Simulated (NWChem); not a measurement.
Converging the integration grid for InNH2Cl (SMILES [NH2][In][Cl])

InNH2Cl: 5 atoms, total charge 0, spin state doublet. As SMILES, `[NH2][In][Cl]`. Geometry: relaxed at PBE0-D4/def2-TZVP. This is one conformer, not always the lowest.

```jsonl
{"atom": "N", "x (Å)": "-0.1426", "y (Å)": "0.8086", "z (Å)": "-0.4939"}
{"atom": "In", "x (Å)": "-0.4116", "y (Å)": "-1.2178", "z (Å)": "-0.1533"}
{"atom": "Cl", "x (Å)": "1.3915", "y (Å)": "-2.2115", "z (Å)": "1.0187"}
{"atom": "H", "x (Å)": "-0.9997", "y (Å)": "1.2838", "z (Å)": "-0.7567"}
{"atom": "H", "x (Å)": "0.2123", "y (Å)": "1.2632", "z (Å)": "0.3438"}
```

Program: NWChem 7.3.0. Method: UPBE0/def2-SVP (core potential). Swept: integration grid. Watched: the total energy. Each run: energy. Hardware: 1 thread of Intel Xeon 6975P-C (Granite Rapids), shared host.

Deviations are taken from the sweep's last point, which isn't the limit.

```json
{"integration grid": "xcoarse", "energy (Eh)": "-705.915133", "from the best (mEh)": "+0.313", "wall time": "6 s"}
{"integration grid": "coarse", "energy (Eh)": "-705.915498", "from the best (mEh)": "-0.051", "wall time": "7.8 s"}
{"integration grid": "medium", "energy (Eh)": "-705.915442", "from the best (mEh)": "+0.005", "wall time": "9.9 s"}
{"integration grid": "fine", "energy (Eh)": "-705.915447", "from the best (mEh)": "0.000", "wall time": "14 s"}
{"integration grid": "xfine", "energy (Eh)": "-705.915447", "from the best (mEh)": "0.000", "wall time": "26 s"}
```

(1) For a target of 0.01 mEh, where can one stop?

(2) For a target of 0.1 mEh, where can one stop?

Results:

(1) medium: it is 0.005 mEh off and takes 9.9 s, against 26 s for xfine.

(2) coarse: it is 0.051 mEh off and takes 7.8 s, against 26 s for xfine.

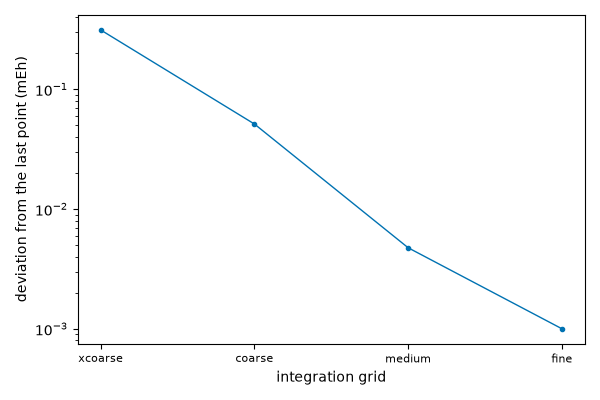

Absolute deviation from the last point of the sweep; values under 0.001 mEh are drawn at that floor.
